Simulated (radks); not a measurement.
Theory: scalar-relativistic Kohn-Sham, PBE, spin-polarised, spherical densities, finite nucleus (computed with the in-house radial solver radks). The occupation of the 6s shell is varied from Yb⁺ ([Xe] 4f14 6s1 (high spin)) to Yb ([Xe] 4f14 6s2), with spherical fractional occupations. Wanted, and plotted below: the total energy less the straight line between the end points, and the eigenvalue of 6s↓ (the dashed line is minus the energy to take the whole electron out).

The curve is convex (below the straight line), with the largest deviation among the points computed, −0.62 eV, at 0.5. The end points differ by 6.34 eV, the energy to take the electron out. The eigenvalue, which is the slope of the energy (Janak's theorem), moves from −8.72 eV at 0 to −3.92 eV at 1; for a straight line it would stay constant, and a parabola would sag by an eighth of this change, scaled to a whole electron, 0.60 eV. Convexity is the delocalisation error: fractional charges are too low in energy.

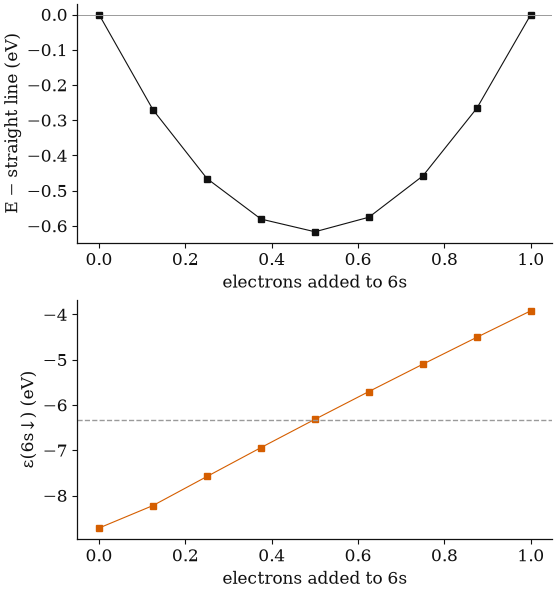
